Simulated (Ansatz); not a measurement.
# A computed series for HfO2: response to strain

Base system: HfO2 in the fluorite structure (space group Fm-3m, No. 225; a = 5.0976 Å).

Strains are applied to the cell and any free atomic positions relax.

All numbers come from plane-wave PAW DFT at the PBE level (Ansatz, a quantum-chemistry and plane-wave program, 420 eV), without spin-orbit coupling.

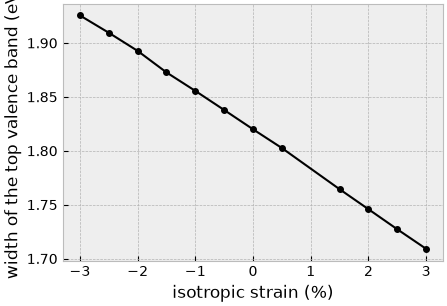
Figure: Width of the top valence band against isotropic strain

Problem. From the plot, what is the width of the top valence band for isotropic strain −2.00 %?

Solution. About 1.89 eV.

Problem. Is the trend monotonic over the range shown?

Solution. Yes, it falls throughout, spanning 1.71 eV to 1.93 eV.

Spin-orbit coupling, missing from the scalar runs, can matter with Hf. The levels and masses belong to the bands next to the band gap. Stability against distortions was not tested. This is not the structure that HfO2 has at room temperature and ambient pressure.
